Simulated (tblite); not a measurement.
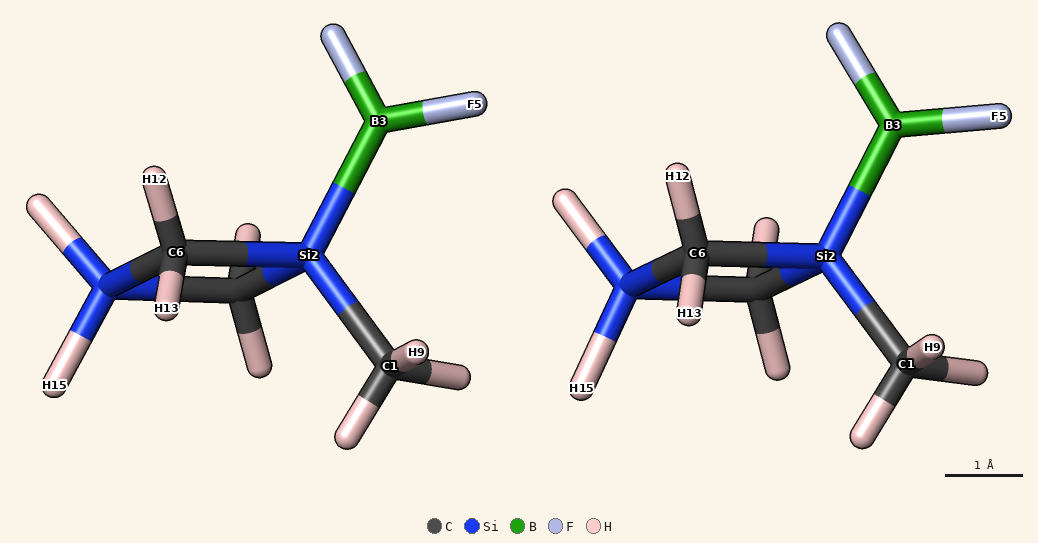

Two geometries of C3H9BF2Si2, drawn at one scale. One is the start of a relaxation, the other its converged end. Style: stick. Shown at a tilt.

These are results of tblite 0.8.0, GFN2-xTB geometry optimisation, gas phase, not measurements. 

> Which of the two is the end point?

The left one is the relaxed one. The largest moves after the best rigid fit, 0.18 Å, are those of F atoms. By element the largest moves are F 0.18 Å, H 0.12 Å, B 0.08 Å, C 0.05 Å, Si 0.03 Å. Some distances before and after: B–F 1.447 → 1.322 Å, C–Si 1.862 → 1.934 Å, B–Si 1.926 → 1.977 Å, C–Si 1.883 → 1.934 Å. Among the angles between lasting bonds that change: F–B–F 119.4° → 111.6°, H–C–H 114.1° → 106.6°, H–Si–H 117.5° → 110.1°. The energy falls by 93.4 kJ/mol in 23 geometry steps.
